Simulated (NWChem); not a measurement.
# Single-point calculation, with input and output: CH₅N (charge +1)

The run: single-point calculation of CH₅N, charge +1, multiplicity 2. Method and program: TPSS/aug-cc-pVDZ, UKS (NWChem 7.3.0).

The geometry is that of the parent species in another charge or spin state. The geometry comes from this level: PBE0-D4/def2-TZVP.

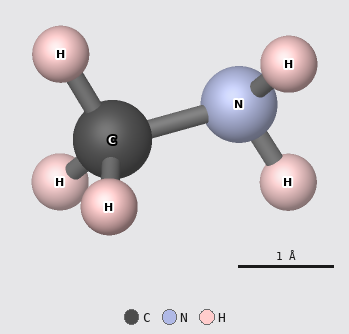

*The structure as given in the input (ball-and-stick view, seen at a tilt).*

Input
```python
from ase import Atoms
from ase.calculators.nwchem import NWChem

mol = Atoms(['C', 'N', 'H', 'H', 'H', 'H', 'H'], positions=[
    [-0.473800, -0.138400, -0.281500],
    [0.801600, 0.390900, 0.170500],
    [-0.984400, -0.806400, 0.427500],
    [-0.327200, -0.690700, -1.212500],
    [-1.150500, 0.689300, -0.505500],
    [1.448000, -0.360600, 0.373500],
    [0.686300, 0.915800, 1.027900],
])

calc = NWChem(
    label='ch5n',
    theory='dft',
    memory='2200 mb',
    basis='aug-cc-pVDZ',
    basispar='spherical bse',
    charge=1,
    dft={'xc': 'xtpss03 ctpss03', 'mult': '2', 'grid': 'fine', 'convergence': 'energy 1e-08', 'iterations': '100', 'mulliken': None},
    task='energy',
)
mol.calc = calc

e = mol.get_potential_energy()
print(f"E = {e:.6f} eV")
```

File ch5n.nwi
```
title "ch5n"

permanent_dir ch5n

scratch_dir ch5n

start ch5n

geometry units angstrom nocenter noautosym noautoz
  C  -4.7380000000000000e-01 -1.3840000000000000e-01 -2.8149999999999997e-01
  N  8.0159999999999998e-01 3.9090000000000003e-01 1.7050000000000001e-01
  H  -9.8440000000000005e-01 -8.0640000000000001e-01 4.2749999999999999e-01
  H  -3.2719999999999999e-01 -6.9069999999999998e-01 -1.2124999999999999e+00
  H  -1.1505000000000001e+00 6.8930000000000002e-01 -5.0549999999999995e-01
  H  1.4480000000000000e+00 -3.6059999999999998e-01 3.7350000000000000e-01
  H  6.8630000000000002e-01 9.1579999999999995e-01 1.0279000000000000e+00
end

charge 1

memory 2200 mb

basis spherical bse noprint
   * library aug-cc-pVDZ
end

dft
  xc xtpss03 ctpss03
  mult 2
  grid fine
  convergence energy 1e-08
  iterations 100
  mulliken
end

task dft energy
```

Command:
```bash
export ASE_NWCHEM_COMMAND="nwchem PREFIX.nwi > PREFIX.nwo"
python run.py
```

The program's output
```
E = -2599.727835 eV
```

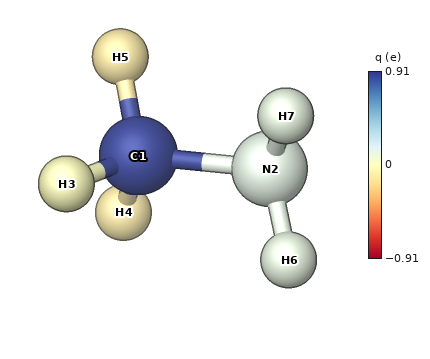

*Mulliken charges, as the colour of each atom (ball-and-stick view, seen at a tilt; atoms are numbered from 1 in the order of the input).*

By element: C +0.87, N +0.13 and H −0.11 to +0.12 e.

Summary

- outcome: converged
- total energy: −95.538237 hartree
- basis functions: 91
- ⟨S²⟩: 0.754
- hardware: 1 thread of Intel Xeon @ 2.50GHz (Skylake/Cascade Lake), 16 GiB of memory available, shared host
- wall time: 46 s
- peak memory: 0.11 GiB
